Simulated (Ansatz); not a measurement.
We consider L1₂ (Cu3Au-type) Ni3Si, described by PBE in Ansatz (plane waves, PAW).

Run with plane-wave cutoff 520 eV, 16×16×16 k mesh, Fermi–Dirac smearing 0.05 eV, no spin polarisation, scalar-relativistic PAW data made under PBE.

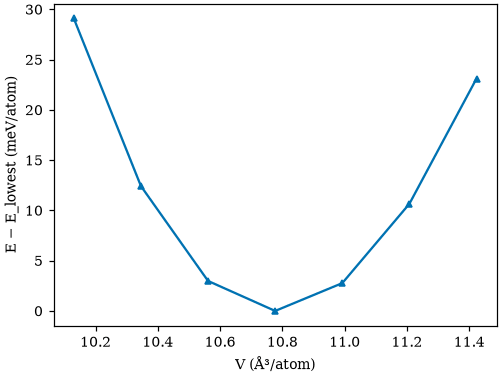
*Total energy against volume*

Task: From the curve, estimate the equilibrium volume and the bulk modulus.

Result: V0 ≈ 10.8 Å³/atom and B0 ≈ 210 GPa; the fit gives V0 = 10.777 Å³/atom, B0 = 213 GPa, B′ = 4.8.

Measured, for comparison: equilibrium volume per atom 10.81 Å³/atom (temperature not stated, no zero-point or thermal correction; as tabulated in Metallic Nickel Silicides: Experiments and Theory for NiSi and First Principles …). Computed (rounded) less measured: equilibrium volume per atom -0.3 %.

It cost roughly 2.3 core-minutes of CPU time.

Ansatz is a program for electronic structure.
